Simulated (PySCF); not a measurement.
C₇H₁₀OSi, SMILES CO[SiH2]c1ccccc1 at its GFN2-xTB optimised geometry (Å):

```
19

C     -0.7555    -3.4927    -0.0433
O     -0.5405    -2.1169    -0.0294
Si    -1.6610    -0.9444     0.0047
C     -0.6390     0.6301     0.0000
C     -1.2939     1.8569    -0.0001
C     -0.5884     3.0459    -0.0008
C      0.7968     3.0273    -0.0005
C      1.4659     1.8152     0.0000
C      0.7519     0.6301     0.0000
H     -1.3008    -3.8105     0.8488
H      0.2158    -3.9892    -0.0665
H     -1.3313    -3.7877    -0.9241
H     -2.5468    -1.0240    -1.1665
H     -2.4982    -1.0477     1.2096
H     -2.3745     1.8750    -0.0006
H     -1.1164     3.9892    -0.0015
H      1.3517     3.9546    -0.0004
H      2.5468     1.7953     0.0002
H      1.2750    -0.3146    -0.0003
```

Method: PBE/def2-SVP (PySCF).

Map of the electron localisation function on the plane z = 1.0 Å:

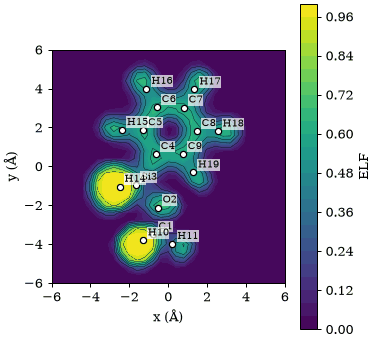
Figure: Electron localisation function on the plane z = 1.0 Å.
